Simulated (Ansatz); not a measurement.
# BH3Cl (doublet): one geometry, many settings at distance Cl1–H2 along a hydrogen transfer = 1.369 Å

Aim: run BH3Cl (doublet) at one geometry under a spread of methods and options, and see what each costs and gives.

Computed with Ansatz 0.2.0, Gaussian basis. Level: the settings change from run to run.

15 further runs of the same task are left out: 9 for a known fault of the program, 4 that didn't finish, 2 set aside as unsound or not needed.

## (1) The system

The geometry derives from fragments relaxed apart (PBE0/def2-TZVP) and kept rigid, so it is no stationary point. A hydrogen atom is moved between rigid fragments.

5 atoms, charge 0, spin multiplicity 2.

Atoms are counted from 1 here; the program's logs count them from 0.

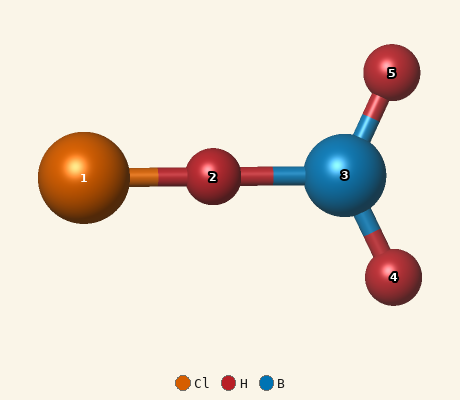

The structure; chlorine orange, hydrogen red, boron blue; atoms are numbered from 1 in the order of the file.

## (2) NEVPT2(1,9)/def2-SVP

Contents of in.yaml:

```yaml
crystal:
  periodic: [false, false, false]
  atoms:
    - {symbol: Cl, position_ang: [-0.767873, 0.000000, 0.000000]}
    - {symbol: H, position_ang: [0.601127, 0.000000, 0.000000]}
    - {symbol: B, position_ang: [1.995127, 0.000000, 0.000000]}
    - {symbol: H, position_ang: [2.504200, 0.000000, 1.077008]}
    - {symbol: H, position_ang: [2.504201, 0.000000, -1.077008]}
basis:
  gaussian: {orbitals: def2-SVP, point_charges: [{charge: 0.50, position_ang: [6.390, 0.923, -0.636]}]}
magnetization: {spin_polarized: false, initial_magnetization: 1}
correlation: {method: sc_nevpt2, electrons: outside_noble_gas, active_space: {window: {electrons: 1, orbitals: 9}}}
```

On the command line:

```console
$ ansatz run in.yaml --threads 1 --pin off --events-out ev --progress --plain --max-ram 2393MiB
```

Log:

```text
Functional definition: HF
  name "HF"
  cite "Fock, Z. Phys. 61, 126 (1930) doi:10.1007/BF01340294"
  parent pbe
  exchange = exact_x
  correlation = 0
460 factors; integrals over basis functions are off by at most 1.4e-3 eV
mean field evaluation 1: about -13213.9719 eV, gradient 1.3e1 eV
mean field evaluation 2: about -13213.9952 eV, gradient 1.3e1 eV
mean field evaluation 4: about -13214.9793 eV, gradient 1.6e0 eV
mean field evaluation 8: about -13214.9959 eV, gradient 7.1e-4 eV
mean field -13214.99586589 eV, -485.6421406254 hartree, gradient 2.3e-6 eV, S^2 0.750000; 0 other end points of the search recorded, 0 dependent functions left out
reference -13214.99586589 eV, -485.6421406254 hartree; 13, 12 occupied and 34, 35 virtual orbitals, 460 factors
state -13214.99586589 eV, -485.6421406254 hartree
state -13214.99586589 eV, -485.6421406254 hartree; corrected -13221.23754856 eV, -485.8715182330 hartree
WARN: 8 active orbitals are nearly empty or full. The corrections depend on them more than the energy does, and are more stable in an active space without them
Total energy: -13221.23754856 eV, -485.8715182330 hartree
```

Wall time 1.1 s (1 thread of Arm Neoverse V1, shared host).

From the report: 9 determinants; active occupations 1.00, 0.00, 0.00, 0.00, 0.00, 0.00, 0.00, 0.00, 0.00. The report marks this result as in doubt.

## (3) MRCISD+Q(relaxed)(15,9)/STO-3G

Edit in.yaml of step 2 so:

```diff
@@ -9,4 +9,4 @@
 basis:
-  gaussian: {orbitals: def2-SVP, point_charges: [{charge: 0.50, position_ang: [6.390, 0.923, -0.636]}]}
+  gaussian: {orbitals: STO-3G}
 magnetization: {spin_polarized: false, initial_magnetization: 1}
-correlation: {method: sc_nevpt2, electrons: outside_noble_gas, active_space: {window: {electrons: 1, orbitals: 9}}}
+correlation: {method: fic_mrcisd_q_relaxed, electrons: all, active_space: {window: {electrons: 15, orbitals: 9}}}
```

Same command.

Log, shortened:

```text
Functional definition: HF
  name "HF"
  cite "Fock, Z. Phys. 61, 126 (1930) doi:10.1007/BF01340294"
  parent pbe
[...]
197 factors; integrals over basis functions are off by at most 2.9e-5 eV
[...]
mean field -13076.33388738 eV, -480.5464069036 hartree, gradient 4.3e-7 eV, S^2 0.750000; 0 other end points of the search recorded, 0 dependent functions left out
reference -13076.33388738 eV, -480.5464069036 hartree; 13, 12 occupied and 4, 5 virtual orbitals, 197 factors
state -13076.94022872 eV, -480.5686895371 hartree
contracted CI cycle   1: correlation -0.00000000 eV, -0.0000000000 hartree, residual 7.14e0 eV
contracted CI cycle   2: correlation -1.02297421 eV, -0.0375936088 hartree, residual 1.86e0 eV
contracted CI cycle   3: correlation -1.07817615 eV, -0.0396222427 hartree, residual 3.99e-1 eV
contracted CI cycle   4: correlation -1.08135990 eV, -0.0397392434 hartree, residual 1.57e-1 eV
contracted CI cycle   5: correlation -1.08198448 eV, -0.0397621962 hartree, residual 7.54e-2 eV
contracted CI cycle   6: correlation -1.08210451 eV, -0.0397666072 hartree, residual 3.10e-2 eV
contracted CI cycle   7: correlation -1.08212064 eV, -0.0397672000 hartree, residual 1.06e-2 eV
contracted CI cycle   8: correlation -1.08212245 eV, -0.0397672665 hartree, residual 3.58e-3 eV
contracted CI cycle   9: correlation -1.08212271 eV, -0.0397672760 hartree, residual 1.43e-3 eV
state -13076.94022872 eV, -480.5686895371 hartree; corrected -13078.05061588 eV, -480.6094955124 hartree
WARN: 2 active orbitals are nearly empty or full. The corrections depend on them more than the energy does, and are more stable in an active space without them
Total energy: -13078.05061588 eV, -480.6094955124 hartree
```

Wall time 2.9 s (1 thread of Arm Neoverse V1, shared host); peak memory 0.33 GiB.

From the report: 126 determinants; active occupations 2.00, 2.00, 2.00, 2.00, 2.00, 2.00, 1.98, 1.00, 0.02. The report marks this result as in doubt.

## (4) BCCD/cc-pVDZ

Edit in.yaml of step 3 so:

```diff
@@ -9,4 +9,6 @@
 basis:
-  gaussian: {orbitals: STO-3G}
-magnetization: {spin_polarized: false, initial_magnetization: 1}
-correlation: {method: fic_mrcisd_q_relaxed, electrons: all, active_space: {window: {electrons: 15, orbitals: 9}}}
+  gaussian: {orbitals: cc-pVDZ}
+magnetization: {spin_polarized: true, initial_magnetization: 1}
+hamiltonian: {xc: {name: B3LYP}}
+correlation: {method: bccd, electrons: outside_noble_gas}
+accuracy: high
```

The command is unchanged.

Log, shortened:

```text
Functional definition: B3LYP
  name "B3LYP"
  cite "Stephens, Devlin, Chabalowski & Frisch, J. Phys. Chem. 98, 11623 (1994) doi:10.1021/j100096a001"
  cite "Becke, Phys. Rev. A 38, 3098 (1988) doi:10.1103/PhysRevA.38.3098"
  cite "Lee, Yang & Parr, Phys. Rev. B 37, 785 (1988) doi:10.1103/PhysRevB.37.785"
  cite "Vosko, Wilk & Nusair, Can. J. Phys. 58, 1200 (1980) doi:10.1139/p80-159"
[...]
998 factors; integrals over basis functions are off by at most 4.0e-9 eV
[...]
mean field -13245.48237733 eV, -486.7624992566 hartree, gradient 2.0e-8 eV, S^2 0.753344; 2 other end points of the search recorded, 0 dependent functions left out
6 core orbitals not correlated: weight in the atoms' cores, before any rotation towards them, 1.000 or more for the frozen orbitals, at most 0.000 for the correlated occupied ones
reference -13219.67945134 eV, -485.8142592163 hartree; 7, 6 occupied and 34, 35 virtual orbitals, 998 factors
second order -6.32592501 eV of doubles, -0.15842475 eV of singles
cycle   1  -7.08026086 eV  change   -6.0e-1 eV  update   5.6e-2
[...]
cycle  22  -7.29922806 eV  change  -4.4e-10 eV  update  5.8e-10
Total energy: -13226.97867940 eV, -486.0825008999 hartree
```

It took 7 s on 1 thread of Arm Neoverse V1, shared host.

From the report: ⟨S²⟩ of the determinant 0.753 (pure doublet: 0.75); correlation -7.2992 eV; largest double amplitude 0.04.

## (5) BCCD(T) on UHF/6-31G*

Edit in.yaml of step 4 so:

```diff
@@ -9,6 +9,6 @@
 basis:
-  gaussian: {orbitals: cc-pVDZ}
+  gaussian: {orbitals: "6-31G*", fitting: {mean_field: def2-universal-jkfit}}
 magnetization: {spin_polarized: true, initial_magnetization: 1}
-hamiltonian: {xc: {name: B3LYP}}
-correlation: {method: bccd, electrons: outside_noble_gas}
-accuracy: high
+hamiltonian: {pseudopotentials: {relativity: none}}
+correlation: {method: bccd_t, electrons: outside_noble_gas}
+output: {forces: true}
```

Same command.

Log, shortened:

```text
Functional definition: HF
  name "HF"
  cite "Fock, Z. Phys. 61, 126 (1930) doi:10.1007/BF01340294"
  parent pbe
[...]
257 factors; integrals over basis functions are off by at most 8.2e-2 eV
[...]
mean field -13219.16111016 eV, -485.7952105292 hartree, gradient 1.6e-6 eV, S^2 0.769633; 2 other end points of the search recorded, 0 dependent functions left out
determinant -13219.16111016 eV, -485.7952105292 hartree, with singles and doubles -13225.38919882 eV, -486.0240885659 hartree
determinant -13217.08408710 eV, -485.7188813396 hartree, with singles and doubles -13223.63054431 eV, -485.9594592046 hartree
determinant -13215.68652149 eV, -485.6675217506 hartree, with singles and doubles -13221.88431578 eV, -485.8952864899 hartree
6 core orbitals not correlated: weight in the atoms' cores, before any rotation towards them, 1.000 or more for the frozen orbitals, at most 0.000 for the correlated occupied ones
reference -13219.16111016 eV, -485.7952105292 hartree; 7, 6 occupied and 27, 28 virtual orbitals, 257 factors
second order -5.34457262 eV of doubles, -0.00000000 eV of singles
cycle   1  -6.22337620 eV  change    4.7e-3 eV  update   3.6e-3
[...]
cycle   9  -6.22196738 eV  change    5.7e-7 eV  update   9.7e-7
perturbative correction -0.13062943 eV, -0.0048005432 hartree
[...]
Total energy: -13225.51370697 eV, -486.0286641562 hartree
Atom 0 at    -0.767873     0.000000     0.000000 Å, force    -2.844938    -0.000000    -0.000000 eV/Å
Atom 1 at     0.601127     0.000000     0.000000 Å, force     1.839253     0.000000     0.000000 eV/Å
Atom 2 at     1.995127     0.000000     0.000000 Å, force     0.969980    -0.000000     0.000000 eV/Å
Atom 3 at     2.504200     0.000000     1.077008 Å, force     0.017852     0.000000    -0.009443 eV/Å
Atom 4 at     2.504201     0.000000    -1.077008 Å, force     0.017852     0.000000     0.009443 eV/Å
Dipole moment:     0.574384    -0.000000     0.000000 e Å
```

Wall time 3.5 s (1 thread of Arm Neoverse V1, shared host).

From the report: ⟨S²⟩ of the determinant 0.770 (pure doublet: 0.75); correlation -6.3526 eV; largest double amplitude 0.04.

## (6) NEVPT2(11,7)/STO-3G

Contents of in.yaml:

```yaml
crystal:
  periodic: [false, false, false]
  atoms:
    - {symbol: Cl, position_ang: [-0.767873, 0.000000, 0.000000]}
    - {symbol: H, position_ang: [0.601127, 0.000000, 0.000000]}
    - {symbol: B, position_ang: [1.995127, 0.000000, 0.000000]}
    - {symbol: H, position_ang: [2.504200, 0.000000, 1.077008]}
    - {symbol: H, position_ang: [2.504201, 0.000000, -1.077008]}
basis:
  gaussian: {orbitals: STO-3G}
magnetization: {spin_polarized: false, initial_magnetization: 1}
correlation: {method: sc_nevpt2, electrons: outside_noble_gas, active_space: {window: {electrons: 11, orbitals: 7}}}
accuracy: high
output: {forces: true}
```

Launched as before.

Log, shortened:

```text
Functional definition: HF
  name "HF"
  cite "Fock, Z. Phys. 61, 126 (1930) doi:10.1007/BF01340294"
  parent pbe
[...]
273 factors; integrals over basis functions are off by at most 2.6e-8 eV
[...]
mean field -13076.33393779 eV, -480.5464087564 hartree, gradient 3.4e-9 eV, S^2 0.750000; 0 other end points of the search recorded, 0 dependent functions left out
reference -13076.33393779 eV, -480.5464087564 hartree; 13, 12 occupied and 4, 5 virtual orbitals, 273 factors
state -13076.93702535 eV, -480.5685718152 hartree
state -13076.93702535 eV, -480.5685718152 hartree; corrected -13077.64305380 eV, -480.5945178824 hartree
[...]
Total energy: -13077.64305380 eV, -480.5945178824 hartree
Atom 0 at    -0.767873     0.000000     0.000000 Å, force    -4.614421     0.000000    -0.000000 eV/Å
Atom 1 at     0.601127     0.000000     0.000000 Å, force     3.731162     0.000000     0.000000 eV/Å
Atom 2 at     1.995127     0.000000     0.000000 Å, force     0.952958     0.000000     0.000000 eV/Å
Atom 3 at     2.504200     0.000000     1.077008 Å, force    -0.034850    -0.000000    -0.623251 eV/Å
Atom 4 at     2.504201     0.000000    -1.077008 Å, force    -0.034850     0.000000     0.623251 eV/Å
Dipole moment:     0.512922    -0.000000     0.000000 e Å
```

Wall time 0.69 s (1 thread of Arm Neoverse V1, shared host).

From the report: 60 determinants; active occupations 2.00, 2.00, 2.00, 2.00, 1.98, 1.00, 0.02.

## (7) MRCISD+Q(1,4)/6-31G

Edit in.yaml of step 6 so:

```diff
@@ -9,6 +9,5 @@
 basis:
-  gaussian: {orbitals: STO-3G}
+  gaussian: {orbitals: 6-31G}
 magnetization: {spin_polarized: false, initial_magnetization: 1}
-correlation: {method: sc_nevpt2, electrons: outside_noble_gas, active_space: {window: {electrons: 11, orbitals: 7}}}
+correlation: {method: fic_mrcisd_q, electrons: valence, active_space: {window: {electrons: 1, orbitals: 4}}}
 accuracy: high
-output: {forces: true}
```

Same command.

Log, shortened:

```text
Functional definition: HF
  name "HF"
  cite "Fock, Z. Phys. 61, 126 (1930) doi:10.1007/BF01340294"
  parent pbe
[...]
621 factors; integrals over basis functions are off by at most 3.8e-9 eV
[...]
mean field -13218.30525270 eV, -485.7637583477 hartree, gradient 2.8e-8 eV, S^2 0.750000; 0 other end points of the search recorded, 0 dependent functions left out
reference -13218.30525270 eV, -485.7637583477 hartree; 13, 12 occupied and 15, 16 virtual orbitals, 621 factors
state -13218.30525270 eV, -485.7637583477 hartree
contracted CI cycle   1: correlation 0.00000000 eV, 0.0000000000 hartree, residual 1.31e1 eV
contracted CI cycle   2: correlation -2.99389114 eV, -0.1100234700 hartree, residual 2.21e0 eV
contracted CI cycle   3: correlation -3.10457582 eV, -0.1140910572 hartree, residual 5.89e-1 eV
contracted CI cycle   4: correlation -3.11258922 eV, -0.1143855440 hartree, residual 1.53e-1 eV
[...]
contracted CI cycle   7: correlation -3.11332118 eV, -0.1144124432 hartree, residual 6.04e-3 eV
contracted CI cycle   8: correlation -3.11332203 eV, -0.1144124743 hartree, residual 1.88e-3 eV
contracted CI cycle   9: correlation -3.11332211 eV, -0.1144124773 hartree, residual 6.22e-4 eV
contracted CI cycle  10: correlation -3.11332212 eV, -0.1144124776 hartree, residual 2.13e-4 eV
contracted CI cycle  11: correlation -3.11332212 eV, -0.1144124776 hartree, residual 7.25e-5 eV
contracted CI cycle  12: correlation -3.11332212 eV, -0.1144124776 hartree, residual 2.30e-5 eV
contracted CI cycle  13: correlation -3.11332212 eV, -0.1144124776 hartree, residual 7.38e-6 eV
contracted CI cycle  14: correlation -3.11332212 eV, -0.1144124776 hartree, residual 2.33e-6 eV
contracted CI cycle  15: correlation -3.11332212 eV, -0.1144124776 hartree, residual 7.16e-7 eV
state -13218.30525270 eV, -485.7637583477 hartree; corrected -13221.61887749 eV, -485.8855318125 hartree
WARN: 3 active orbitals are nearly empty or full. The corrections depend on them more than the energy does, and are more stable in an active space without them
Total energy: -13221.61887749 eV, -485.8855318125 hartree
```

It took 1.2 s on 1 thread of Arm Neoverse V1, shared host.

From the report: 2 determinants; active occupations 1.00, 0.00, 0.00, 0.00. The report marks this result as in doubt.

## (8) BCCD/cc-pVDZ

Edit in.yaml of step 7 so:

```diff
@@ -9,5 +9,6 @@
 basis:
-  gaussian: {orbitals: 6-31G}
-magnetization: {spin_polarized: false, initial_magnetization: 1}
-correlation: {method: fic_mrcisd_q, electrons: valence, active_space: {window: {electrons: 1, orbitals: 4}}}
-accuracy: high
+  gaussian: {orbitals: cc-pVDZ}
+magnetization: {spin_polarized: true, initial_magnetization: 1}
+hamiltonian: {xc: {name: PBE}}
+correlation: {method: bccd, electrons: outside_noble_gas, diis_vectors: 2}
+output: {forces: true}
```

Same command.

Log, shortened:

```text
Functional definition: PBE
  name "PBE"
  cite "Perdew, Burke & Ernzerhof, Phys. Rev. Lett. 77, 3865 (1996) doi:10.1103/PhysRevLett.77.3865"
  parent pbe
[...]
455 factors; integrals over basis functions are off by at most 1.3e-3 eV
[...]
mean field -13238.23785085 eV, -486.4962678188 hartree, gradient 4.4e-6 eV, S^2 0.752216; 3 other end points of the search recorded, 0 dependent functions left out
6 core orbitals not correlated: weight in the atoms' cores, before any rotation towards them, 1.000 or more for the frozen orbitals, at most 0.000 for the correlated occupied ones
reference -13219.51056180 eV, -485.8080526399 hartree; 7, 6 occupied and 34, 35 virtual orbitals, 455 factors
second order -6.40002448 eV of doubles, -0.25268165 eV of singles
cycle   1  -7.21541705 eV  change   -5.7e-1 eV  update   5.9e-2
[...]
cycle  16  -7.43795841 eV  change   -3.7e-7 eV  update   9.4e-7
[...]
Total energy: -13226.94852021 eV, -486.0813925699 hartree
Atom 0 at    -0.767873     0.000000     0.000000 Å, force    -2.600755    -0.000000    -0.000000 eV/Å
Atom 1 at     0.601127     0.000000     0.000000 Å, force     1.392964    -0.000000     0.000000 eV/Å
Atom 2 at     1.995127     0.000000     0.000000 Å, force     0.903564     0.000000     0.000000 eV/Å
Atom 3 at     2.504200     0.000000     1.077008 Å, force     0.152113     0.000000     0.229258 eV/Å
Atom 4 at     2.504201     0.000000    -1.077008 Å, force     0.152113    -0.000000    -0.229258 eV/Å
Dipole moment:     0.513575     0.000000     0.000000 e Å
```

It took 8 s on 1 thread of Arm Neoverse V1, shared host.

From the report: ⟨S²⟩ of the determinant 0.752 (pure doublet: 0.75); correlation -7.4380 eV; largest double amplitude 0.04.

## (9) CISD/cc-pVDZ

Edit in.yaml of step 8 so:

```diff
@@ -10,5 +10,4 @@
   gaussian: {orbitals: cc-pVDZ}
-magnetization: {spin_polarized: true, initial_magnetization: 1}
-hamiltonian: {xc: {name: PBE}}
-correlation: {method: bccd, electrons: outside_noble_gas, diis_vectors: 2}
-output: {forces: true}
+magnetization: {spin_polarized: false, initial_magnetization: 1}
+correlation: {active_space: {ras: {orbitals: [6, 1, 34], electrons: 13, max_holes: 2, max_particles: 2}, fixed_orbitals: true}}
+scf: {lower_state_search: off}
```

The command is unchanged.

Log:

```text
Functional definition: HF
  name "HF"
  cite "Fock, Z. Phys. 61, 126 (1930) doi:10.1007/BF01340294"
  parent pbe
  exchange = exact_x
  correlation = 0
these checks for a lower state are left out or cut short: stability, starts, cluster_reference, orbital_swaps, neighbouring_geometries, increment
455 factors; integrals over basis functions are off by at most 1.3e-3 eV
mean field evaluation 1: about -13218.7306 eV, gradient 1.3e1 eV
mean field evaluation 2: about -13218.7542 eV, gradient 1.3e1 eV
mean field evaluation 4: about -13219.7771 eV, gradient 1.6e0 eV
mean field evaluation 8: about -13219.7950 eV, gradient 7.4e-4 eV
mean field -13219.79504348 eV, -485.8185071490 hartree, gradient 3.0e-6 eV, S^2 0.750000; 0 other end points of the search recorded, 0 dependent functions left out
reference -13219.79504348 eV, -485.8185071490 hartree; 13, 12 occupied and 34, 35 virtual orbitals, 455 factors
state -13226.48247356 eV, -486.0642656713 hartree
Total energy: -13226.48247356 eV, -486.0642656713 hartree
Checks for a lower state left out: stability, starts, cluster_reference, orbital_swaps, neighbouring_geometries, increment
```

It took 3.1 s on 1 thread of Arm Neoverse V1, shared host.

From the report: 29,323 determinants.

## (10) All runs side by side

Where basis and cores are those of an earlier UCCSDT(Q)/cc-pVDZ run (-13227.2116 eV), and the state is the same kind, the miss against it is given. † marks a result that the program doubts.

```
                                         level         correlated  functions  energy (eV)  from UCCSDT(Q) (meV)    time
NEVPT2(1,9)/def2-SVP (beside a point charge) †  outside noble gas         47  -13221.2375                         1.1 s
              MRCISD+Q(relaxed)(15,9)/STO-3G †                all         17  -13078.0506                         2.9 s
              BCCD/cc-pVDZ (on B3LYP orbitals)  outside noble gas         47  -13226.9787                 232.9     7 s
                         BCCD(T) on UHF/6-31G*  outside noble gas         40  -13225.5137                         3.5 s
                           NEVPT2(11,7)/STO-3G  outside noble gas         17  -13077.6431                        0.69 s
                         MRCISD+Q(1,4)/6-31G †            valence         28  -13221.6189                         1.2 s
                BCCD/cc-pVDZ (on PBE orbitals)  outside noble gas         47  -13226.9485                 263.1     8 s
                                  CISD/cc-pVDZ  outside noble gas         47  -13226.4825                 729.2   3.1 s
```

## (11) Summary of results

| quantity | value |
| --- | --- |
| runs | 8 |
| quickest | NEVPT2(11,7)/STO-3G, 0.69 s |
| slowest | BCCD/cc-pVDZ (on PBE orbitals), 8 s |

**Reading.** Total energies in different bases, with other cores or another treatment of relativity can't be set against each other. BCCD/cc-pVDZ (on PBE orbitals) took 12 times as long as NEVPT2(11,7)/STO-3G; the jobs differ in more than the method. Among the correlated runs with a miss given, it spans +233 to +729 meV. Cores frozen from Kohn-Sham orbitals shift the total energy.
